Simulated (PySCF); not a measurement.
# F3H3NYb (Yb(F)3(NH3)): the cost of one run

The runs use PySCF 2.14.0; BP86, Yb lcecp-1-SVP with ECP59, F def2-SVP, N def2-SVP, H def2-SVP; scalar-relativistic core potentials, no spin–orbit coupling.

2 further runs of the same task are left out: 2 for a known fault of the program.

**1. Where the work starts**

8 atoms, charge 0, spin multiplicity 1.

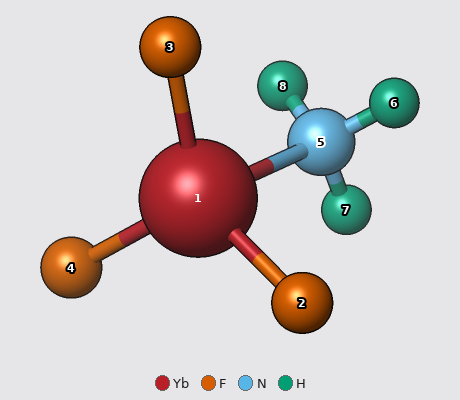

The geometry (ytterbium red, fluorine orange, nitrogen blue, hydrogen teal); atoms are numbered from 1 in the order of the file.

Coordinates:

```mol
F3H3NYb
  3D, bonds by distance, orders not assigned

  8  7  0  0  0  0  0  0  0  0999 V2000
    0.0816   -0.0816    0.0816 Yb  0  0
    1.0801    1.3307    1.0801 F   0  0
   -1.3307   -1.0801    1.0801 F   0  0
    1.0801   -1.0801   -1.3307 F   0  0
   -1.3331    1.3331   -1.3331 N   0  0
   -1.9505    1.9505   -0.7828 H   0  0
   -0.7828    1.9505   -1.9505 H   0  0
   -1.9505    0.7828   -1.9505 H   0  0
  1  2  8  0
  1  3  8  0
  1  4  8  0
  1  5  8  0
  5  6  8  0
  5  7  8  0
  5  8  8  0
M  END
```

Formal oxidation states: Yb +3. Each metal's 13 4f electrons lie in its core potential, so multiplicities, spins and levels count the valence alone. An earlier session relaxed this geometry at BP86, Yb lcecp-1-SVP with ECP59, F def2-SVP, N def2-SVP, H def2-SVP (singlet, point group C3v).

Its energy there is -395.581042 Eh.

**2. Atoms moved at random, σ = 0.06 Å**

Input file run.py (the lines that set the calculation):

```python
mol = gto.M(atom='''
Yb     0.02636    -0.00753     0.11858
F      1.11893     1.31816     1.11813
F     -1.33213    -1.17467     1.05587
F      1.06868    -0.97299    -1.40252
N     -1.30588     1.28991    -1.32711
H     -1.95396     1.97985    -0.85011
H     -0.74854     1.95954    -1.94592
H     -1.97935     0.71360    -1.87280''',
    basis={'Yb': 'lcecp-1-SVP', 'F': 'def2-SVP', 'N': 'def2-SVP', 'H': 'def2-SVP'},
    ecp={'Yb': 'lcecp-1-SVP'},
    charge=0, spin=0)
mf = dft.RKS(mol, xc='B88,P86')
mf.grids.atom_grid = (50, 194)  # f atoms: unpruned, at least (60, 302)
mf = mf.density_fit()  # fitting sets: Yb AutoAux, F def2-universal-JKFIT, N def2-universal-JKFIT, H def2-universal-JKFIT
mf.conv_tol = 1e-08; mf.max_cycle = 55
mf.kernel(dm0)  # dm0: the density of the relaxed state
```

Run with:

```console
> OMP_NUM_THREADS=2 python run.py
```

**Question.** How long does this run take on 2 threads of Arm Neoverse V1, shared host?

About 4.8 s.
